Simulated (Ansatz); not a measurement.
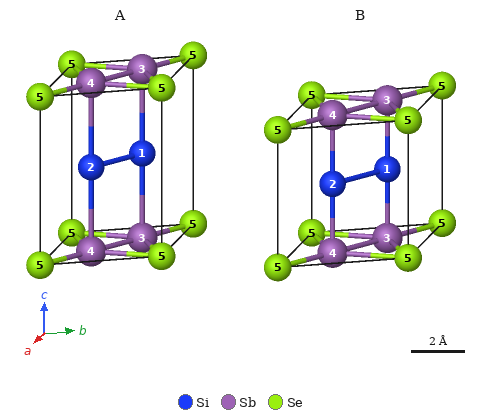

Two geometries of a crystal of Si$_{2}$Sb$_{2}$Se (a generated structure, set up in P6/mmm) (coarse preliminary run), drawn at one scale. One is the start of a relaxation, the other its converged end. A ball-and-stick model of the cell of the calculation, seen slightly off an axis.

The calculation used DFT PBE, scalar-relativistic, plane waves, PAW (Ansatz). (plane-wave cutoff 420 eV; k-point mesh 6 × 6 × 4; occupations gaussian; smearing width 0.1 eV; no spin polarisation; cell and atoms relaxed; force threshold 0.04 eV/Å; at most 70 steps)

**Which geometry has the lower energy?**

Structure B is the relaxed one. The atoms keep their places relative to the cell (all moves are under 0.005 Å). The drawn cell changes as follows: a = b 4.832 → 5.186 Å (+7.3 %), c 6.697 → 5.472 Å (−18.3 %); the volume changes by −5.9 %. Near-neighbour distances that change, for instance: Si1–Sb3 3.348 → 2.736 Å, Si1–Si2 2.790 → 2.994 Å, Sb3–Se5 2.790 → 2.994 Å, Sb3–Sb4 2.790 → 2.994 Å. The space group stays P6/mmm (No. 191). Over 6 accepted moves (7 points after the start) the energy falls by 1.640 eV per cell of the calculation. All forces vanish by symmetry, so only the cell relaxes. The pressure goes from 3.55 to 0.05 GPa. At 1 point the geometry stayed and the basis and grid were re-selected for the new cell (energy shift of 1.1 meV per cell of the calculation at most each time).
